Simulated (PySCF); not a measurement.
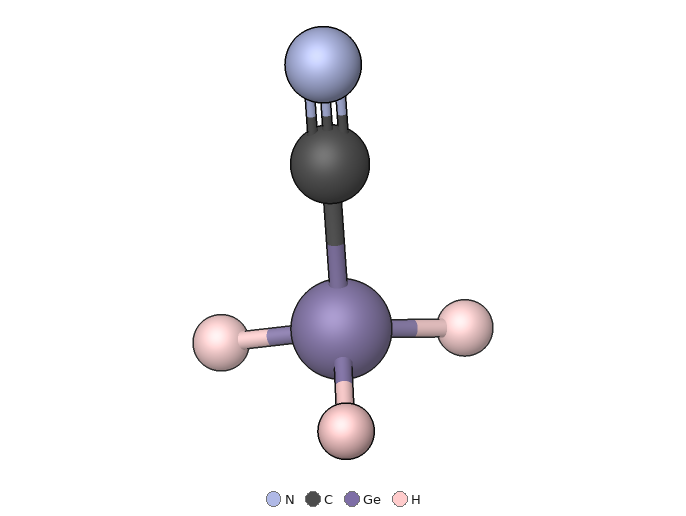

Computed geometry: PBE0-D3(BJ)/def2-SVP optimisation. No frequency run is at hand to confirm it as a minimum.

Give the structural formula.

SMILES: N#[C][GeH3]

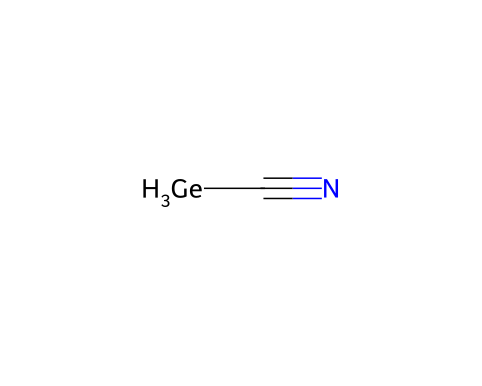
